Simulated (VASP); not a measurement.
Band structure of BaTe (rock salt). Calculation: AM05 GGA, VASP's PBE PAW potentials (set 64) (plane waves; VASP).

Unless said otherwise, spin-orbit coupling is left out, though it shifts the bands of the heavy elements here.

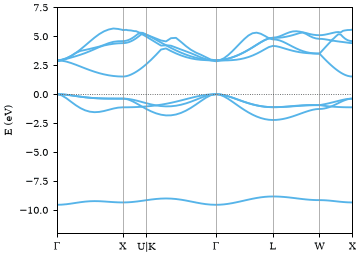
Fig. 1. Bands along high-symmetry lines, zero at the valence-band maximum or, without a gap, the Fermi level

### Question
Read the plot: is there a gap, and where are the band edges?

### Answer
The gap is indirect, 1.52 eV, from the valence maximum at Γ to the conduction minimum at X. (Edges off the drawn lines would not show.)

The compound is BaTe in the rock salt structure. It was relaxed first.
